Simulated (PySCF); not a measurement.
SMILES o1c(C=Cc2cccs2)ccc1 at its GFN2-xTB optimised geometry (Å):

```
20

C      0.8320    -0.0534    -0.0004
C     -0.5130    -0.1106    -0.0004
C     -1.3772     1.0249     0.0000
C     -2.7505     1.0249     0.0000
C     -3.3098     2.3155     0.0004
C     -2.3664     3.2940     0.0008
S     -0.7701     2.6598     0.0000
C      1.6877    -1.1989    -0.0008
C      3.0633    -1.2731    -0.0009
C      3.3885    -2.6449    -0.0013
C      2.1992    -3.3103    -0.0014
O      1.1692    -2.4516    -0.0011
H      1.3372     0.9025    -0.0002
H     -1.0045    -1.0745    -0.0006
H     -3.3336     0.1211    -0.0004
H     -4.3677     2.5097     0.0003
H     -2.5074     4.3566     0.0010
H      3.7437    -0.4463    -0.0007
H      4.3677    -3.0782    -0.0014
H      1.9648    -4.3566    -0.0017
```

Calculation: B3LYP/def2-SVP run with PySCF.

Map of the deformation density (molecule minus spherical neutral atoms) (e/bohr³) on the plane z = 0.8 Å:

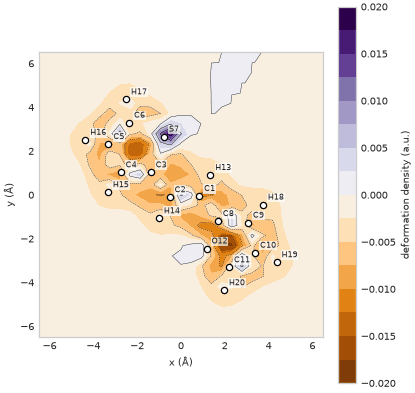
Deformation density (molecule minus spherical neutral atoms) (e/bohr³) on the plane z = 0.8 Å.
